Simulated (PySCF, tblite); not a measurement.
**BH5O6Si, a fragment of a glass network (dimer): NMR shifts, core binding energies and electronic excitations**

Aim: the NMR shifts, core binding energies and electronic excitations of `OB(O)O[Si](O)(O)O`. It is drawn as: Si B3, OH ends, O bridges.

Programs: tblite 0.8.0 and PySCF 2.14.0. All values are calculated, for the isolated system unless a continuum is named. Atoms count from 0, parts from 1.

### Step 1. The system as given

13 atoms, charge 0, multiplicity 1; geometry: distance geometry start.

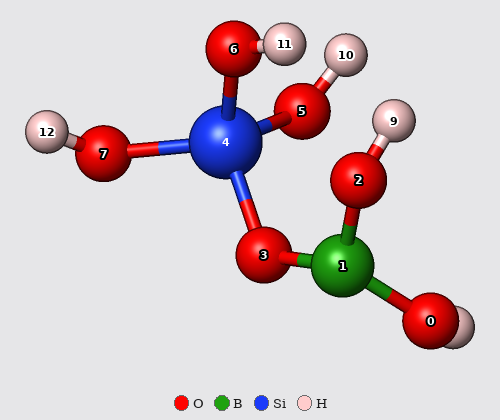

The starting geometry (oxygen red, boron green, silicon blue, hydrogen pink), atoms numbered.

### Step 2. Geometry optimisation with GFN2-xTB

The job: settings as JSON, then the geometry in Å.

```
{"job": {"kind": "relax", "xc": "GFN2-xTB", "basis": "xTB"}, "charge": 0, "multiplicity": 1}
O     -1.886167    -2.662283    -2.330246
B     -2.097317    -1.323486    -1.686802
O     -2.584536    -1.309347    -0.276834
O     -1.074904    -0.281828    -2.055174
Si     0.041034     0.465791    -0.904167
O      1.489544    -0.556931    -0.748013
O     -0.720870     0.617510     0.689832
O      0.518947     2.065883    -1.514071
H     -1.063058    -3.016796    -2.634085
H     -2.093551    -1.661523     0.496522
H      1.741261    -1.019802     0.074319
H     -1.300596    -0.028504     1.067759
H      0.120037     2.904647    -1.210569
```

Level: GFN2-xTB geometry optimisation, gas phase.

The run is started by

```sh
OMP_NUM_THREADS=1 python cluster_run.py task.json out
```

This one command runs all jobs of the session in turn.

The program printed:

```text
step      E/eV     max force
  0    -819.26204    4.949
  1    -820.25231    3.688
  2    -821.47172    1.894
  3    -821.81155    1.751
  4    -821.91698    0.883
  5    -821.98303    0.783
  6    -822.14251    1.127
  7    -822.18007    0.664
  8    -822.22882    0.512
  9    -822.27026    0.834
 10    -822.33364    0.985
 11    -822.38692    0.879
 12    -822.45399    0.998
 13    -822.51948    1.502
 14    -822.56685    1.929
 15    -822.65487    0.886
 16    -822.69891    0.626
 17    -822.72289    0.694
 18    -822.75791    0.513
 19    -822.78062    0.418
 20    -822.79877    0.506
 21    -822.81150    0.826
 22    -822.83198    0.564
 23    -822.84788    0.344
 24    -822.85778    0.216
 25    -822.86262    0.215
 26    -822.87185    0.275
 27    -822.88396    0.423
 28    -822.89738    0.275
 29    -822.90926    0.430
 30    -822.91913    0.183
 31    -822.92579    0.335
 32    -822.93064    0.399
 33    -822.93767    0.370
 34    -822.94830    0.310
 35    -822.95833    0.289
 36    -822.96775    0.395
 37    -822.98040    0.422
 38    -822.99177    0.411
 39    -823.00132    0.536
 40    -823.00278    0.614
 41    -823.01050    0.256
 42    -823.01454    0.276
 43    -823.02669    0.306
 44    -823.03279    0.372
 45    -823.03738    0.228
 46    -823.04083    0.117
 47    -823.04266    0.090
 48    -823.04444    0.088
 49    -823.04526    0.081
 50    -823.04625    0.096
 51    -823.04728    0.092
 52    -823.04836    0.096
 53    -823.04931    0.085
 54    -823.05026    0.095
 55    -823.05150    0.102
 56    -823.05242    0.067
 57    -823.05299    0.064
 58    -823.05342    0.054
 59    -823.05400    0.074
 60    -823.05473    0.089
 61    -823.05540    0.093
 62    -823.05602    0.090
 63    -823.05649    0.059
 64    -823.05696    0.042
 65    -823.05721    0.046
 66    -823.05743    0.050
 67    -823.05765    0.049
 68    -823.05802    0.051
 69    -823.05852    0.057
 70    -823.05904    0.057
 71    -823.05940    0.056
 72    -823.05967    0.053
 73    -823.05999    0.073
 74    -823.06038    0.048
 75    -823.06094    0.081
 76    -823.06163    0.084
 77    -823.06205    0.077
 78    -823.06231    0.051
 79    -823.06247    0.032
 80    -823.06254    0.023
 81    -823.06258    0.023
 82    -823.06265    0.027
 83    -823.06274    0.033
 84    -823.06285    0.034
 85    -823.06293    0.029
 86    -823.06298    0.023
 87    -823.06304    0.021
 88    -823.06310    0.015
 89    -823.06314    0.013
 90    -823.06315    0.009
 91    -823.06316    0.007
```

Run time: 2.4 s. Hardware: 1 thread of Intel Xeon 6975P-C, shared host.

The steps of the relaxation:

| step | energy from step 0 (eV) | largest force (eV/Å) |
| --- | --- | --- |
| 0 | 0.0000 | 4.9492 |
| 3 | -2.5495 | 1.7513 |
| 6 | -2.8805 | 1.1272 |
| 9 | -3.0082 | 0.8342 |
| 12 | -3.1920 | 0.9984 |
| 15 | -3.3928 | 0.8859 |
| 18 | -3.4959 | 0.5123 |
| 21 | -3.5495 | 0.8261 |
| 24 | -3.5957 | 0.2166 |
| 27 | -3.6219 | 0.4226 |
| 30 | -3.6571 | 0.1828 |
| 33 | -3.6756 | 0.3704 |
| 36 | -3.7057 | 0.3943 |
| 39 | -3.7393 | 0.5363 |
| 42 | -3.7525 | 0.2759 |
| 45 | -3.7753 | 0.2282 |
| 48 | -3.7824 | 0.0878 |
| 51 | -3.7852 | 0.0917 |
| 54 | -3.7882 | 0.0944 |
| 57 | -3.7910 | 0.0644 |
| 60 | -3.7927 | 0.0888 |
| 63 | -3.7945 | 0.0589 |
| 66 | -3.7954 | 0.0506 |
| 69 | -3.7965 | 0.0573 |
| 72 | -3.7976 | 0.0530 |
| 75 | -3.7989 | 0.0812 |
| 78 | -3.8003 | 0.0512 |
| 81 | -3.8005 | 0.0226 |
| 84 | -3.8008 | 0.0340 |
| 87 | -3.8010 | 0.0217 |
| 90 | -3.8011 | 0.0093 |
| 91 | -3.8011 | 0.0072 |

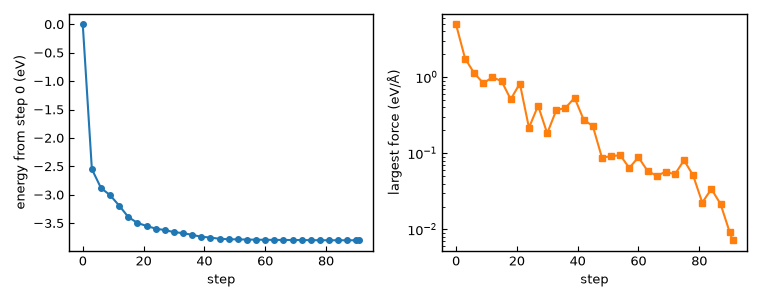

Energy and largest force along the relaxation.

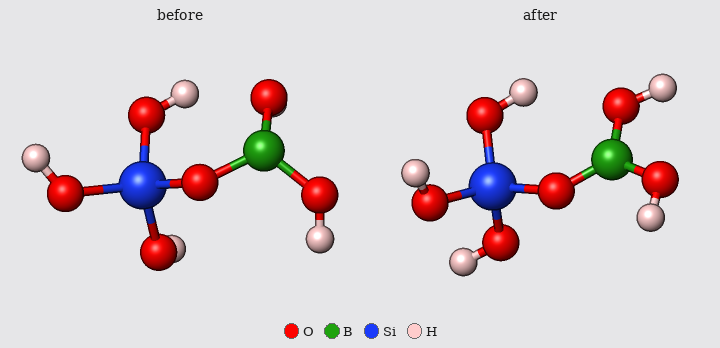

Before and after, at one scale.

Distances of close pairs at the start and the end, largest changes first:

| bond | before (Å) | after (Å) | change (Å) |
| --- | --- | --- | --- |
| B1–O3 | 1.505 | 1.343 | -0.162 |
| Si4–O5 | 1.780 | 1.619 | -0.161 |
| Si4–O7 | 1.778 | 1.620 | -0.158 |
| Si4–O6 | 1.773 | 1.627 | -0.146 |
| O3–Si4 | 1.769 | 1.628 | -0.141 |
| O0–B1 | 1.500 | 1.360 | -0.140 |
| B1–O2 | 1.492 | 1.366 | -0.126 |
| O7–H12 | 0.977 | 0.953 | -0.024 |

### Step 3. Geometry optimisation at PBE0-D3(BJ)/def2-SVP

The job: settings as JSON, then the geometry in Å.

```
{"job": {"xc": "PBE0", "basis": "def2-SVP", "d3": "d3bj", "grid": 2, "kind": "geom", "shake": 0.01}, "charge": 0, "multiplicity": 1}
O     -1.444489    -1.954869    -1.428808
B     -1.032607    -1.080198    -0.471308
O     -1.679497    -1.079368     0.732710
O      0.023137    -0.229073    -0.712279
Si     0.870091     0.772760     0.202494
O      2.230089    -0.026856     0.541765
O      0.049700     1.249475     1.529226
O      1.306122     2.094600    -0.648162
H     -0.967529    -1.878831    -2.227880
H     -2.371633    -1.720937     0.796000
H      3.027658     0.459880     0.694346
H     -0.597714     0.631742     1.874905
H      0.596881     2.744305    -0.875605
```

The program printed:

```text
step   0  E = -767.97772494  max force = 0.037639
step   1  E = -767.98472595  max force = 0.009258
step   2  E = -767.98487427  max force = 0.003517
step   3  E = -767.98511768  max force = 0.004377
step   4  E = -767.98521737  max force = 0.001208
step   5  E = -767.98529440  max force = 0.002267
step   6  E = -767.98539112  max force = 0.002231
step   7  E = -767.98543780  max force = 0.001484
step   8  E = -767.98545812  max force = 0.000748
step   9  E = -767.98546179  max force = 0.000324
optimisation converged
```

It took 1.7 min on 1 thread of Intel Xeon 6975P-C, shared host; peak memory 0.79 GiB.

Step by step:

| step | energy from step 0 (eV) | largest force component (eV/Å) |
| --- | --- | --- |
| 0 | 0.0000 | 1.9355 |
| 1 | -0.1905 | 0.4761 |
| 2 | -0.1945 | 0.1809 |
| 3 | -0.2012 | 0.2251 |
| 4 | -0.2039 | 0.0621 |
| 5 | -0.2060 | 0.1166 |
| 6 | -0.2086 | 0.1147 |
| 7 | -0.2099 | 0.0763 |
| 8 | -0.2104 | 0.0385 |
| 9 | -0.2105 | 0.0167 |

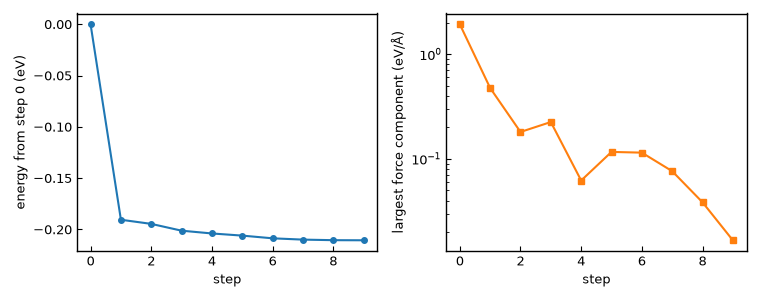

Energy and force, step by step.

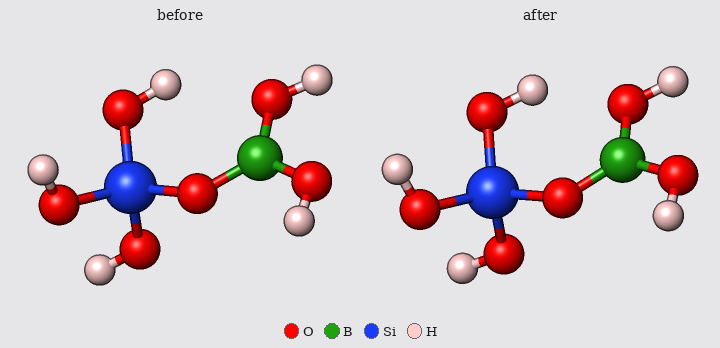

The geometry before (left) and after (right).

Close pairs (by a distance rule), those that changed most:

| bond | before (Å) | after (Å) | change (Å) |
| --- | --- | --- | --- |
| O3–Si4 | 1.599 | 1.663 | +0.064 |
| O0–H8 | 0.934 | 0.963 | +0.029 |
| Si4–O5 | 1.614 | 1.642 | +0.028 |
| O7–H12 | 0.988 | 0.962 | -0.027 |
| B1–O3 | 1.377 | 1.359 | -0.019 |
| O2–H9 | 0.946 | 0.962 | +0.016 |
| O5–H10 | 0.947 | 0.961 | +0.014 |
| Si4–O6 | 1.631 | 1.644 | +0.013 |

The next job starts from the end point, and lists it.

| at the end point | value |
| --- | --- |
| point group (found at 0.08 Å tolerance) | C1 |
| rotational constants (GHz, main isotopes) | 3.009, 1.108, 1.019 |
| dipole moment (D) | 1.34 |

### Step 4. Nuclear shieldings: PBE0/pcSseg-1

The job: settings as JSON, then the geometry in Å.

```
{"job": {"kind": "nmr", "xc": "PBE0", "basis": "pcSseg-1"}, "charge": 0, "multiplicity": 1}
O     -1.576293    -1.981014    -1.326563
B     -1.024496    -1.092622    -0.456740
O     -1.521213    -1.021283     0.823591
O     -0.003681    -0.274947    -0.825098
Si     0.891125     0.770417     0.109559
O      2.252329    -0.069172     0.481223
O     -0.020064     1.247916     1.391579
O      1.333964     2.113192    -0.728837
H     -1.133082    -1.951084    -2.180512
H     -2.232788    -1.651783     0.972130
H      2.998911     0.463021     0.769854
H     -0.675989     0.578597     1.640339
H      0.721022     2.851496    -0.662923
```

Method: GIAO PBE0/pcSseg-1 NMR shielding, non-relativistic, gas phase.

The program printed:

```text
coarse grid: 12328 points
cycle   1  E = -767.9246359323  dE =  1.386e+00  |g| = 1.453e+00  |ddm| = 3.325e+00
cycle   2  E = -767.6639326057  dE =  2.607e-01  |g| = 1.912e+00  |ddm| = 1.813e+00
cycle   3  E = -768.2831064853  dE = -6.192e-01  |g| = 6.818e-02  |ddm| = 1.091e+00
cycle   4  E = -768.2836712674  dE = -5.648e-04  |g| = 4.346e-02  |ddm| = 6.414e-02
cycle   5  E = -768.2839791375  dE = -3.079e-04  |g| = 1.002e-02  |ddm| = 2.644e-02
cycle   6  E = -768.2839952456  dE = -1.611e-05  |g| = 2.341e-03  |ddm| = 6.320e-03
cycle   7  E = -768.2839960567  dE = -8.111e-07  |g| = 8.266e-04  |ddm| = 1.591e-03
final grid: 117248 points
cycle   8  E = -768.3861203488  dE = -3.796e-05  |g| = 1.033e-02  |ddm| = 1.605e-02
cycle   9  E = -768.3861076359  dE =  1.271e-05  |g| = 1.356e-02  |ddm| = 1.170e-02
cycle  10  E = -768.3861370986  dE = -2.946e-05  |g| = 3.650e-04  |ddm| = 6.782e-03
cycle  11  E = -768.3861371082  dE = -9.598e-09  |g| = 3.015e-04  |ddm| = 3.545e-04
cycle  12  E = -768.3861371234  dE = -1.519e-08  |g| = 4.074e-05  |ddm| = 1.581e-04
cycle  13  E = -768.3861371237  dE = -2.649e-10  |g| = 1.485e-05  |ddm| = 3.108e-05
converged SCF energy = -768.3861371237

GIAO shielding tensors (ppm)
atom      isotropic    diamagn.    paramagn.     s11        s22        s33       span
  0 O      244.747     387.059    -142.312    171.713    264.324    298.203    126.490
  1 B       82.954     196.657    -113.703     75.727     86.481     86.653     10.926
  2 O      253.402     391.233    -137.830    196.639    270.634    292.933     96.294
  3 O      224.979     401.070    -176.091    167.587    249.606    257.743     90.156
  4 Si     418.520     881.589    -463.069    394.595    421.620    439.345     44.751
  5 O      283.700     388.098    -104.398    259.178    269.756    322.165     62.987
  6 O      274.070     393.092    -119.022    246.547    260.375    315.288     68.741
  7 O      284.163     388.474    -104.311    261.433    265.218    325.839     64.405
  8 H       28.025      31.803      -3.778     20.921     24.750     38.404     17.483
  9 H       28.146      30.348      -2.202     20.701     23.841     39.897     19.196
 10 H       29.470      29.080       0.391     21.291     23.766     43.354     22.063
 11 H       27.275      33.074      -5.799     16.105     24.223     41.496     25.391
 12 H       29.403      31.292      -1.889     21.253     24.304     42.652     21.399
```

Wall time 21 s (1 thread of Intel Xeon 6975P-C, shared host); peak memory 0.91 GiB.

Shifts follow as δ = σ(reference) − σ, with reference shieldings (ppm) from runs at the same level and on the same kind of geometry: 1H TMS 31.27, 29Si TMS 352.0, 17O H2O 334.6, 11B BF3·OEt2 100.7. The references are single molecules in the gas phase, so shifts against H2O, NH3, PH3, H3PO4 or CFCl3 are not on the usual liquid scales and can be off by tens of ppm.

| atoms | environment | σ (ppm) | δ (ppm) |
| --- | --- | --- | --- |
| H11 | hydrogen on an oxygen bonded to Si | 27.27 | 3.99 |
| H8 | hydrogen on an oxygen bonded to B | 28.02 | 3.24 |
| H9 | hydrogen on an oxygen bonded to B | 28.15 | 3.12 |
| H12 | hydrogen on an oxygen bonded to Si | 29.40 | 1.86 |
| H10 | hydrogen on an oxygen bonded to Si | 29.47 | 1.80 |
| O3 | oxygen bonded to B, Si | 225.0 | 109.6 |
| O0 | oxygen bonded to B, H | 244.7 | 89.8 |
| O2 | oxygen bonded to B, H | 253.4 | 81.2 |
| O6 | oxygen bonded to Si, H | 274.1 | 60.5 |
| O5 | oxygen bonded to Si, H | 283.7 | 50.9 |
| O7 | oxygen bonded to Si, H | 284.2 | 50.4 |
| B1 | boron bonded to 3 O | 83.0 | 17.8 |
| Si4 | silicon bonded to 4 O | 418.5 | -66.5 |

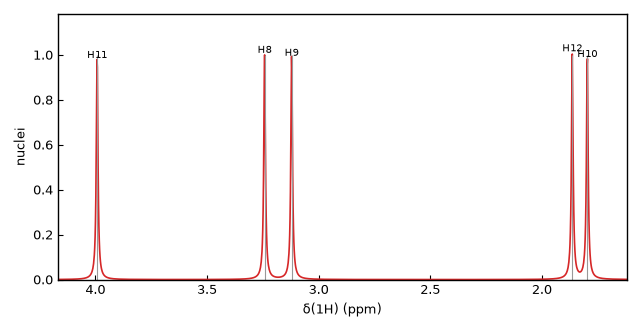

1H lines at the computed shifts, without couplings. Lines are broadened to a width of 0.01 ppm (Lorentzian).

The run also stored atomic charges by several schemes (e):

| atoms | Mulliken | IAO | Hirshfeld | ESP fit |
| --- | --- | --- | --- | --- |
| O0 | -0.42 | -0.57 | -0.27 | -0.76 |
| B1 | 0.63 | 0.62 | 0.30 | 0.93 |
| O2 | -0.47 | -0.58 | -0.24 | -0.79 |
| O3 | -0.64 | -0.67 | -0.28 | -0.68 |
| Si4 | 1.27 | 1.71 | 0.57 | 1.28 |
| O5 | -0.54 | -0.78 | -0.31 | -0.71 |
| O6 | -0.57 | -0.81 | -0.33 | -0.81 |
| O7 | -0.55 | -0.79 | -0.31 | -0.75 |

Hirshfeld charges:

O0 -0.27; B1 0.30; O2 -0.24; O3 -0.28; Si4 0.57; O5 -0.31; O6 -0.33; O7 -0.31; H8 0.19; H9 0.19; H10 0.18; H11 0.14; H12 0.18

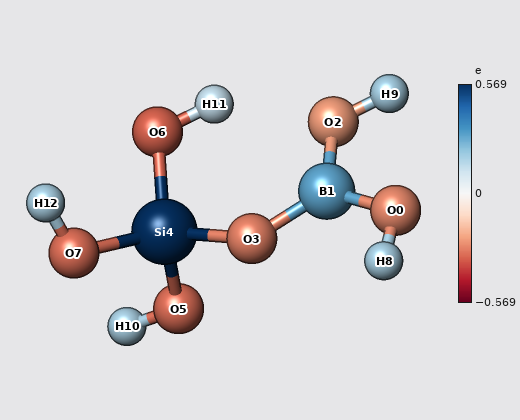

Hirshfeld charges, as colours on the atoms.

Mayer bond orders: O0–B1 1.24, B1–O2 1.11, B1–O3 1.08, O3–Si4 0.88, Si4–O5 1.08, Si4–O6 1.07, Si4–O7 1.08.

Orbitals, density, ELF and potential are computed afterwards from the orbital file.

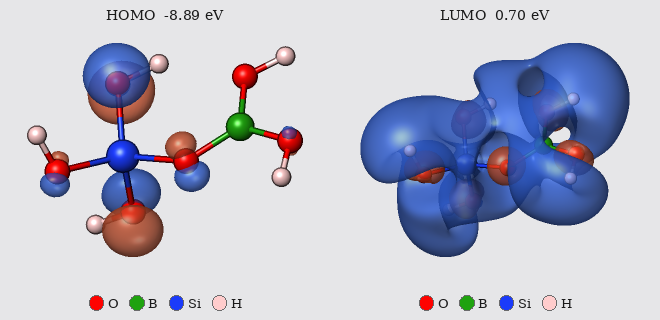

Frontier orbitals at PBE0/pcSseg-1; each surface holds 70 % of the orbital's density, blue and red mark the sign.

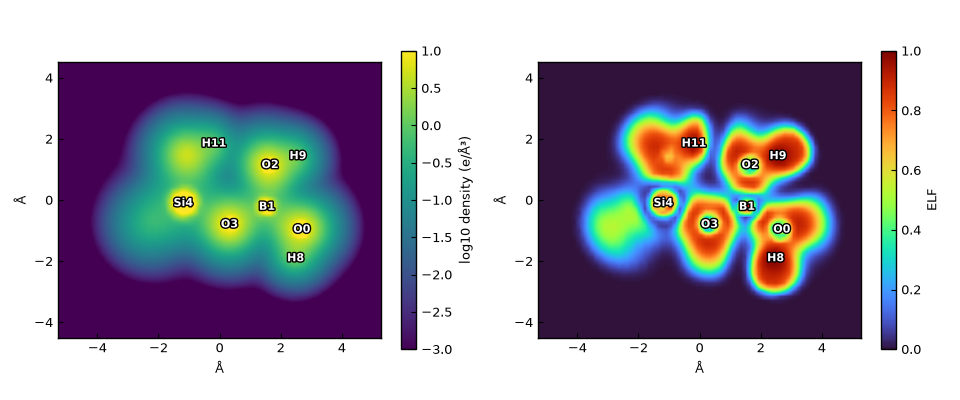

Density (left) and ELF (right) in a plane through or near 8 of the atoms.

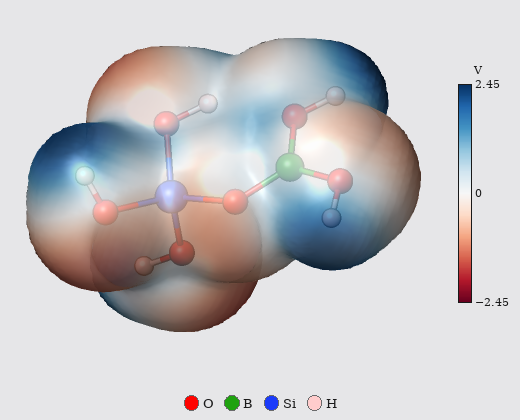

The potential that a unit positive charge feels on the 0.002 e/bohr³ surface, from -1.46 V near O5 to 2.45 V near H9.

(Part 1 of 2 ends here.)
